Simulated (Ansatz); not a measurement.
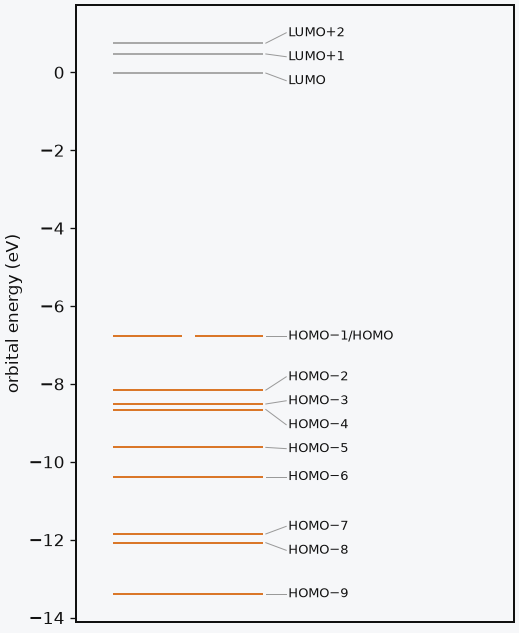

Kohn-Sham orbital energies near the frontier, r2SCAN/def2-TZVPP in the Ansatz code, at a PBE0-D4/def2-TZVP geometry (no frequency check), isolated molecule; empty levels in grey, levels within 0.03 eV side by side.

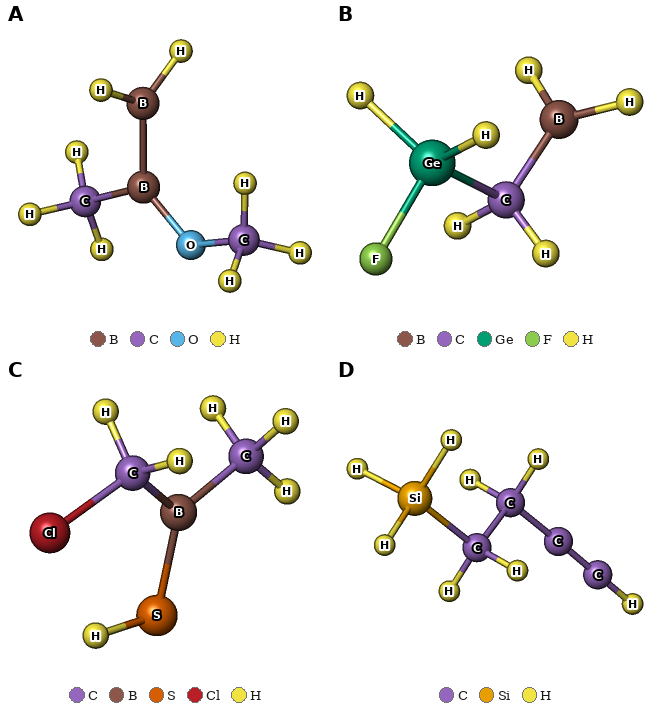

> Which molecule has this level scheme? The candidates are drawn in the second picture.

Structure D, C₄H₈Si, SMILES C#CCC[SiH3]. HOMO −6.77 eV, LUMO −0.02 eV, separation 6.75 eV.

Note: one conformer of a flexible molecule; empty levels above zero depend strongly on the basis.
